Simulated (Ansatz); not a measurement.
## Electronic structure of C2H9PSi (Si(PMe2)H3) in real space

Input

```
crystal:
  periodic: [false, false, false]
  atoms:
    - {symbol: Si, position_ang: [0.437564, 0.684161, -1.663469]}
    - {symbol: P, position_ang: [0.440817, 0.704369, 0.610675]}
    - {symbol: C, position_ang: [1.029516, -1.053343, 0.899168]}
    - {symbol: C, position_ang: [-1.400490, 0.474323, 0.886377]}
    - {symbol: H, position_ang: [0.457980, -1.815526, 0.330081]}
    - {symbol: H, position_ang: [0.942203, -1.281416, 1.980986]}
    - {symbol: H, position_ang: [2.100874, -1.130421, 0.626825]}
    - {symbol: H, position_ang: [-1.837064, -0.371192, 0.315625]}
    - {symbol: H, position_ang: [-1.575565, 0.298125, 1.967092]}
    - {symbol: H, position_ang: [-1.931144, 1.406714, 0.609406]}
    - {symbol: H, position_ang: [1.858255, 0.669429, -2.164352]}
    - {symbol: H, position_ang: [-0.237953, 1.932317, -2.168914]}
    - {symbol: H, position_ang: [-0.284992, -0.517529, -2.229500]}
basis:
  gaussian: {orbitals: def2-TZVP, initial_orbitals: start.molden}
hamiltonian: {xc: pbe0, dispersion: d4}
scf: {omitted_lower_state_checks: [starts]}
output: {forces: true, orbitals: {seedname: orbitals}}
```

Run with:

```sh
ansatz run in.yaml --threads 4 --pin off --events-out ev --progress --plain --max-ram 3916MiB
```

Geometry: PBE-D4/def2-SVP; not at a stationary point (largest force 0.7 eV/Å).

Theory: RKS PBE0-D4/def2-TZVP (Ansatz).

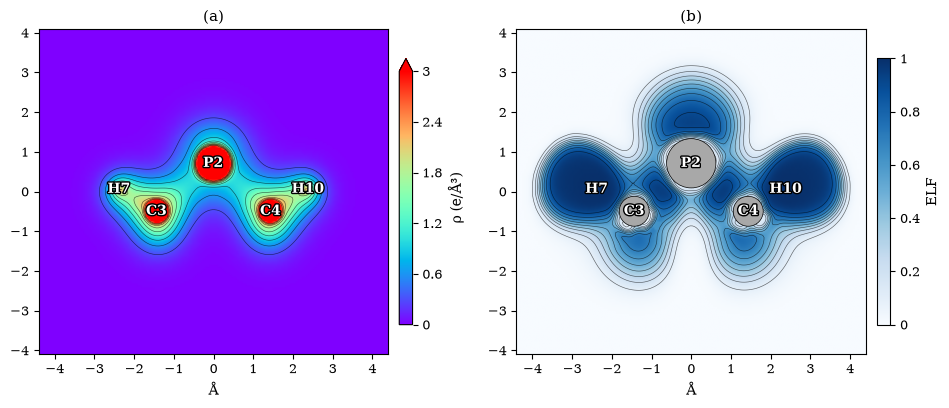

Figure 1. (a) total electron density; (b) ELF on the plane of atoms C3, P2 and C4. Grey discs cover the atomic cores in the ELF map.

Interpret the plot.

Answer. The plane passes through P, C and H nuclei.
C–P (1.88 Å): ρ is about 1 e/Å³ halfway; the ELF peaks at about 0.95 between the atoms (a covalent bond).
C–H (1.11 Å): ρ is about 1.9 e/Å³ halfway; the ELF climbs to about 1 towards the hydrogen, as it does in any bond to H (a covalent bond by its length).
The ELF also peaks beside P2, away from the bonds: lone-pair regions.

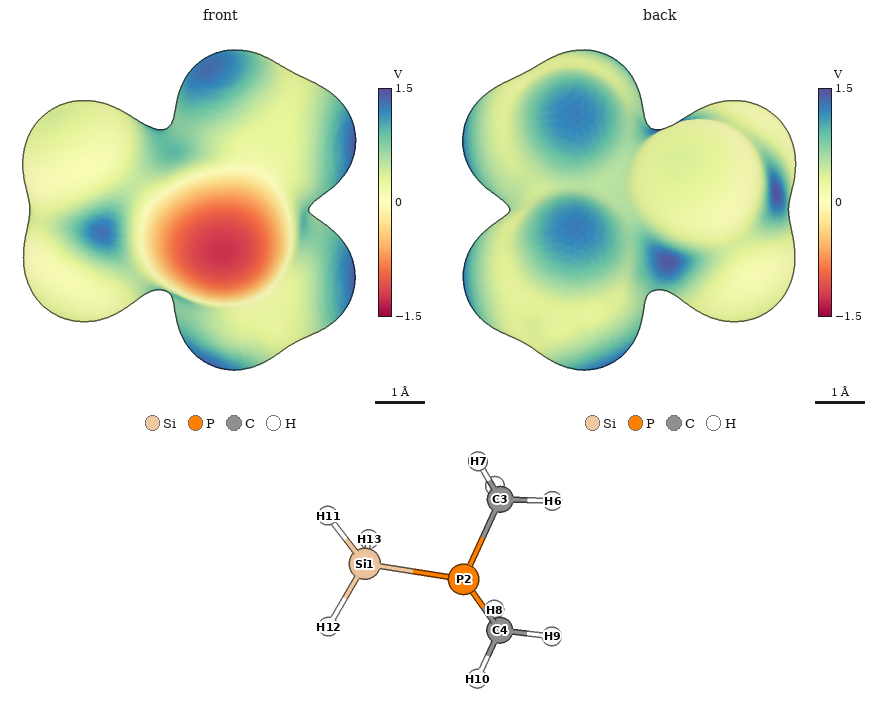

Figure 2. The electrostatic potential painted on the density surface at 0.004 e/bohr³, seen from the front and from behind; red is negative and blue positive. The bare structure is drawn below in the same view.

Describe the electrostatic potential map.

Answer. The most negative region (about −1.2 V) lies over P2, the most positive (about +1.4 V) over Si1, H6, H9 and H10.

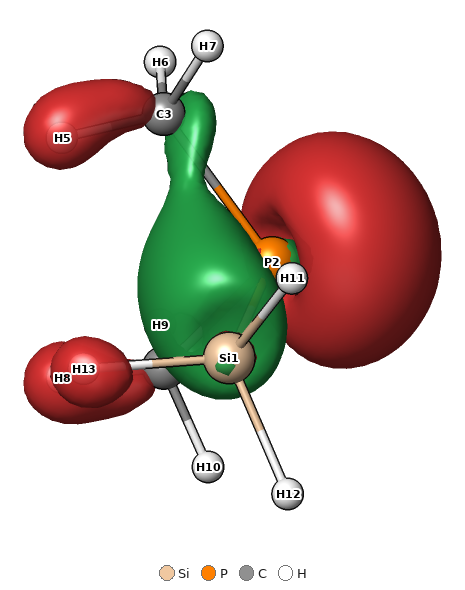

Figure 3. The HOMO at ±0.15 Å⁻³ᐟ² (green and red are the two phases), seen at an oblique angle.

Describe this orbital and give its energy.

Answer. It lies mainly on P2 (about 65 %) and Si1 (about 10 %). Its energy is −6.63 eV.

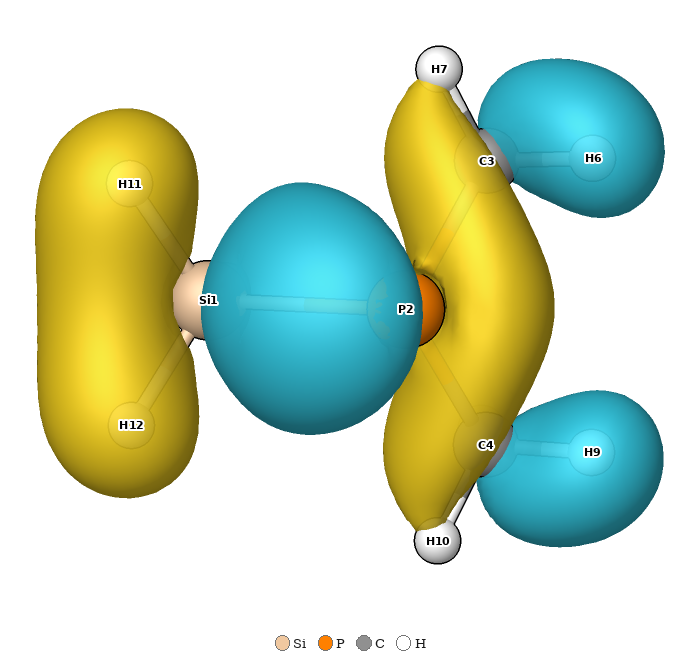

Figure 4. The HOMO−1 at ±0.08 Å⁻³ᐟ² (yellow and cyan are the two phases), seen across its widest extent.

Describe this orbital and give its energy.

Answer. It lies mainly on P2 (about 35 %), Si1 (about 25 %), C3 (about 10 %) and C4 (about 10 %). Its energy is −8.48 eV.
